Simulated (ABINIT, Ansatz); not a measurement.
# Converging GW for CdF2 (Fm-3m) in ABINIT, part 2 of 2

What does each rung of G0W0 on CdF2 (Fm-3m) cost, and what does it buy?

ABINIT 10.8.3; PBE and many-body steps on it, plane waves. Known limits of the many-body steps: not at the basis limit; d shell near the gap, gap tends to lie low; no spin-orbit coupling; coarse k mesh.

So far. Step 3 (Screening, 4×4×4 mesh, 31 bands, screening to 76.2 eV): Local fields lower ε∞ by 2 %. On a Γ-centred mesh this coarse the value itself is usually too large, while a short band sum pulls it down. Step 4 (31 bands, 76.2 eV): The gap on the mesh goes from 3.12 eV to 6.05 eV, a correction of +2.92 eV.

### 6. 64 bands, 141.5 eV

This step: G0W0 on PBE, plane waves, norm-conserving pseudopotentials.

File run.abi:

```
acell 3*1.0 Angstrom
rprim 
  0.000000000000 2.694000000000 2.694000000000
  2.694000000000 -0.000000000000 2.694000000000
  2.694000000000 2.694000000000 -0.000000000000
ntypat 2
znucl 48 9
natom 3
typat 1 2 2
xred 
  0.000000000000 0.000000000000 0.000000000000
  0.250000000000 0.250000000000 0.250000000000
  0.750000000000 0.750000000000 0.750000000000
pp_dirpath "pseudos"
pseudos "Cd.upf, F.upf"
ecut 47
ngkpt 4 4 4
nshiftk 1
shiftk 0 0 0
kptopt 1
chksymbreak 0
istwfk *1
occopt 1
irdwfk 1
optdriver 4
nband 64
gwcalctyp 0
ecutsigx 47
symsigma 1
nkptgw 2
kptgw 
  -0.2500000000 0.5000000000 0.2500000000
  0.0000000000 0.0000000000 0.0000000000
bdgw 
  16 19
  15 21
ecuteps 5.2
irdscr 1
ppmodel 1
indata_prefix "in"
outdata_prefix "out"
tmpdata_prefix "tmp"
```

Run with:

```sh
$ OMP_NUM_THREADS=1 mpirun -n 4 abinit run.abi > log
```

The log of the run:

```text
.Version 10.8.3 of ABINIT. v10.8.2 released Aug 2026.

 Symmetries : space group Fm -3 m (#225); Bravais cF (face-center cubic)
[... echo of the input left out ...]
== DATASET  1 ==================================================================
-   mpi_nproc: 4, omp_nthreads: 1 (-1 if OMP is not activated)

--- !DatasetInfo
iteration_state: {dtset: 1, }
dimensions: {natom: 3, nkpt: 8, mband: 64, nsppol: 1, nspinor: 1, nspden: 1, mpw: 4092, }
cutoff_energies: {ecut:  47.0, pawecutdg:  -1.0, }
electrons: {nelect:   3.40000000E+01, charge:   0.00000000E+00, occopt:   1.00000000E+00, tsmear:   1.00000000E-02, }

 SIGMA: Calculation of the GW corrections

 Based on a program developped by R.W. Godby, V. Olevano, G. Onida, and L. Reining.
 Incorporated in ABINIT by V. Olevano, G.-M. Rignanese, and M. Torrent.
.Using double precision arithmetic ; gwpc =  8

[... cell and pseudopotentials left out ...]
--------------------------------------------------------------------------------

 ==== K-mesh for the wavefunctions ====
 Number of points in the irreducible wedge :     8
[... list of points left out ...]
 Together with 48 symmetry operations and time-reversal symmetry
 yields    64 points in the full Brillouin Zone.

 ==== Q-mesh for screening function ====
 Number of points in the irreducible wedge :     8
[... list of points left out ...]
 Together with 48 symmetry operations and time-reversal symmetry
 yields    64 points in the full Brillouin Zone.

 vcoul_init : cutoff-mode = AUXILIARY_FUNCTION
 q-points for optical limit:   1
     1)      0.000010    0.000020    0.000030
 setmesh: FFT mesh size selected  =    45x   45x   45
          total number of points  =        91125

 Number of electrons calculated from density =   34.0000; Expected =   34.0000
[...]
number of omega for Sigma on real axis              0
 max omega for Sigma on real axis  [eV]           0.00
 zcut for avoiding poles [eV]                     0.10

 EPSILON^-1 parameters (SCR file):
 dimension of the eps^-1 matrix on file            169
 dimension of the eps^-1 matrix used               169
 number of plane-waves for wavefunctions          4015
 number of bands                                    64
 number of q-points in IBZ                           8
 number of frequencies                               2
 number of real frequencies                          1
 number of imag frequencies                          1

 matrix elements of self-energy operator (all in [eV])

 Perturbative Calculation

--- !SelfEnergy_ee
iteration_state: {dtset: 1, }
kpoint     : [  -0.250,    0.500,    0.250, ]
spin       : 1
KS_gap     :    8.101
QP_gap     :   11.479
Delta_QP_KS:    3.378
data: !SigmaeeData |
     Band     E0 <VxcDFT>   SigX SigC(E0)      Z dSigC/dE  Sig(E)    E-E0       E
       16   2.536 -23.138 -30.563   5.944   0.792  -0.263 -24.310  -1.172   1.364
       17   3.135 -24.392 -31.575   5.774   0.802  -0.246 -25.523  -1.130   2.005
       18  11.236 -16.752 -10.745  -3.387   0.858  -0.166 -14.504   2.248  13.484
[...]
--- !SelfEnergy_ee
iteration_state: {dtset: 1, }
kpoint     : [   0.000,    0.000,    0.000, ]
spin       : 1
KS_gap     :    3.619
QP_gap     :    6.097
Delta_QP_KS:    2.477
data: !SigmaeeData |
     Band     E0 <VxcDFT>   SigX SigC(E0)      Z dSigC/dE  Sig(E)    E-E0       E
[...]
20  15.876 -10.202  -4.669  -3.954   0.878  -0.139  -8.815   1.387  17.263
       21  15.876 -10.202  -4.669  -3.954   0.878  -0.139  -8.815   1.387  17.263

== END DATASET(S) ==============================================================
================================================================================

 -outvars: echo values of variables after computation  --------
           etotal      0.0000000000E+00
            nband          64
             nkpt           8
          spgroup         225
 [... the other variables as echoed above ...]

 Calculation completed.
```

Wall time 5.3 s (4 MPI ranks of Arm Neoverse V2, shared host); peak memory 0.7 GiB; 21 s of CPU time.

Numbers from this step:

```
G0W0 gap on the points computed              : 5.344 eV
starting gap on the mesh                     : 3.124 eV
k of the valence top                         : -0.25, 0.5, 0.25
k of the conduction bottom                   : 0, 0, 0
Z at the valence top                         : 0.802
Z at the conduction bottom                   : 0.875
least direct G0W0 gap on the computed points : 6.097 eV
```

Against G0W0 in ABINIT (4×4×4 mesh, 31 bands, screening to 76.2 eV, Godby-Needs plasmon pole), the gap moves by −0.703 eV.

### 7. Screening, 4×4×4 mesh, 133 bands, screening to 217.7 eV

This step: RPA screening on PBE, plane waves, norm-conserving pseudopotentials.

run.abi: that of step 6 with these lines changed.

```diff
@@ -24,17 +24,8 @@
 irdwfk 1
-optdriver 4
-nband 64
-gwcalctyp 0
-ecutsigx 47
-symsigma 1
-nkptgw 2
-kptgw 
-  -0.2500000000 0.5000000000 0.2500000000
-  0.0000000000 0.0000000000 0.0000000000
-bdgw 
-  16 19
-  15 21
-ecuteps 5.2
-irdscr 1
-ppmodel 1
+optdriver 3
+nband 133
+ecuteps 8
+inclvkb 2
+awtr 1
+symchi 1
 indata_prefix "in"
```

The log of the run:

```text
.Version 10.8.3 of ABINIT. v10.8.2 released Aug 2026.

 Symmetries : space group Fm -3 m (#225); Bravais cF (face-center cubic)
[... echo of the input left out ...]
== DATASET  1 ==================================================================
-   mpi_nproc: 4, omp_nthreads: 1 (-1 if OMP is not activated)

--- !DatasetInfo
iteration_state: {dtset: 1, }
dimensions: {natom: 3, nkpt: 8, mband: 133, nsppol: 1, nspinor: 1, nspden: 1, mpw: 4092, }
cutoff_energies: {ecut:  47.0, pawecutdg:  -1.0, }
[...]
--------------------------------------------------------------------------------
[... chi0 elements left out ...]
 For q-point:  0.000010 0.000020 0.000030
  dielectric constant =   2.7425
  dielectric constant without local fields =   2.9178

  Average fulfillment of the sum rule on Im[epsilon] for q-point    1 :     66.92  [%]
[... wings left out ...]
  q-point number  2        q = ( 0.250000, 0.000000, 0.000000) [r.l.u.]
--------------------------------------------------------------------------------
[... chi0 elements left out ...]
  Average fulfillment of the sum rule on Im[epsilon] for q-point    2 :     79.14  [%]

 [... 6 further q-points ...]
```

The job ended after 44 s (4 MPI ranks; peak memory 1.3 GiB; 2.9 min of CPU time).

Numbers from this step:

```
ε∞ with local fields, on this mesh, along the program's q direction : 2.743
the same without local fields                                       : 2.918
plasma frequency                                                    : 34.62 eV
plane waves in the screening matrix                                 : 283
```

### 8. 133 bands, 217.7 eV

This step: G0W0 on PBE, plane waves, norm-conserving pseudopotentials.

run.abi: that of step 7 with these lines changed.

```diff
@@ -24,8 +24,17 @@
 irdwfk 1
-optdriver 3
+optdriver 4
 nband 133
+gwcalctyp 0
+ecutsigx 47
+symsigma 1
+nkptgw 2
+kptgw 
+  -0.2500000000 0.5000000000 0.2500000000
+  0.0000000000 0.0000000000 0.0000000000
+bdgw 
+  16 19
+  15 21
 ecuteps 8
-inclvkb 2
-awtr 1
-symchi 1
+irdscr 1
+ppmodel 1
 indata_prefix "in"
```

The log of the run:

```text
.Version 10.8.3 of ABINIT. v10.8.2 released Aug 2026.

 Symmetries : space group Fm -3 m (#225); Bravais cF (face-center cubic)
[... echo of the input left out ...]
== DATASET  1 ==================================================================
-   mpi_nproc: 4, omp_nthreads: 1 (-1 if OMP is not activated)

--- !DatasetInfo
iteration_state: {dtset: 1, }
dimensions: {natom: 3, nkpt: 8, mband: 133, nsppol: 1, nspinor: 1, nspden: 1, mpw: 4092, }
cutoff_energies: {ecut:  47.0, pawecutdg:  -1.0, }
[...]
Band     E0 <VxcDFT>   SigX SigC(E0)      Z dSigC/dE  Sig(E)    E-E0       E
[...]
20  15.876 -10.202  -4.669  -4.280   0.876  -0.142  -9.105   1.097  16.973
       21  15.876 -10.202  -4.669  -4.280   0.876  -0.142  -9.105   1.097  16.973

== END DATASET(S) ==============================================================
================================================================================

 -outvars: echo values of variables after computation  --------
           etotal      0.0000000000E+00
            nband         133
             nkpt           8
          spgroup         225
 [... the other variables as echoed above ...]

 Calculation completed.
```

Wall time 16 s (4 MPI ranks); peak memory 1.2 GiB; 62 s of CPU time.

This step gave:

- G0W0 gap on the points computed: 5.348 eV
- starting gap on the mesh: 3.124 eV
- k of the valence top: -0.25, 0.5, 0.25
- k of the conduction bottom: 0, 0, 0
- least direct G0W0 gap on the computed points: 6.112 eV

Against G0W0 in ABINIT (4×4×4 mesh, 64 bands, screening to 141.5 eV, Godby-Needs plasmon pole), the gap moves by +0.004 eV.

### 9. Side by side

Times are wall times on 4 MPI ranks of Arm Neoverse V2, shared host, good to a factor of about two. A run's time includes the screening step that it read.

| run | mesh | bands | screening cutoff (eV) | DFT gap (eV) | gap on the mesh (eV) | direct (eV) | ε∞ used | time |
| --- | --- | --- | --- | --- | --- | --- | --- | --- |
| 31 bands, 76.2 eV | 4×4×4 | 31 | 76.2 | 3.124 | 6.047 | 6.835 | 2.63 | 8.4 s |
| 64 bands, 141.5 eV | 4×4×4 | 64 | 141.5 | 3.124 | 5.344 | 6.097 | 2.75 | 21 s |
| 133 bands, 217.7 eV | 4×4×4 | 133 | 217.7 | 3.124 | 5.348 | 6.112 | 2.74 | 59 s |

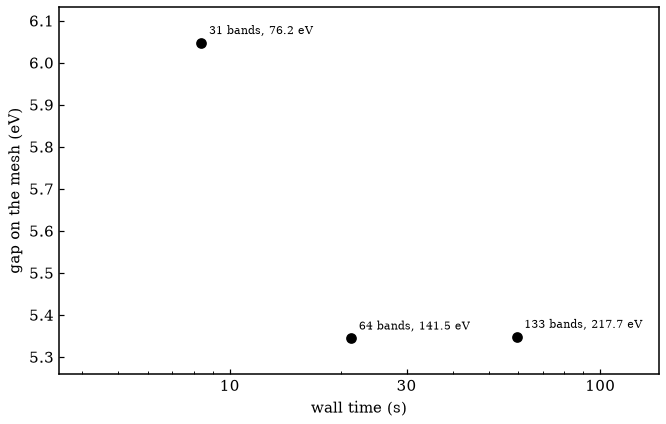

Result against wall time.

### 10. Results

```
31 bands, 76.2 eV   : 6.047 eV
64 bands, 141.5 eV  : 5.344 eV
133 bands, 217.7 eV : 5.348 eV
known limits        : not at the basis limit; d shell near the gap, gap tends to lie low; no spin-orbit coupling; coarse k mesh
```

From the first rung to the last the gap moves by −0.70 eV for 7.1 times the time. The gap turns back along the series, so no limit is drawn from it. In the G0W0 runs levels were corrected at 2 k points alone, so a gap called «on the mesh» is the least over those, and an edge elsewhere would be missed. The 4×4×4 mesh is coarse for this cell, which bears on the long-range parts of exchange and screening. A d shell, filled or nearly so, lies near the gap. One-shot GW converges very slowly in bands there, not always from below, and on a semilocal start the gap tends to come out low; starts rich in exact exchange can overshoot instead. The many-body steps are scalar-relativistic: spin-orbit coupling is not in them.

[Paths, hosts, dates, memory and timing lines, banners, echoed tables and standing remarks are left out of the program output.]

[Logs are printed without paths, hosts, clocks, repeated set-up lines and the standing remarks that a program may print on its own settings, such as how far it seeks lower states.]

[Runs of the session that timed out or met a known fault of the program may be left out.]

[Hosts, paths, dates, database ids (printed as entryN), source tags and the programs' standing remarks are cut or masked in the printed files.]

[G0W0 gaps are taken among the corrected bands and points alone; a level outside them can change the order at an edge.]

[Where Ansatz stands beside ABINIT at settings called matched, ABINIT's density can come from a denser mesh and the files from another edition; pairs whose starting gaps differed by over 0.03 eV were left out, so agreement reads better than it is.]
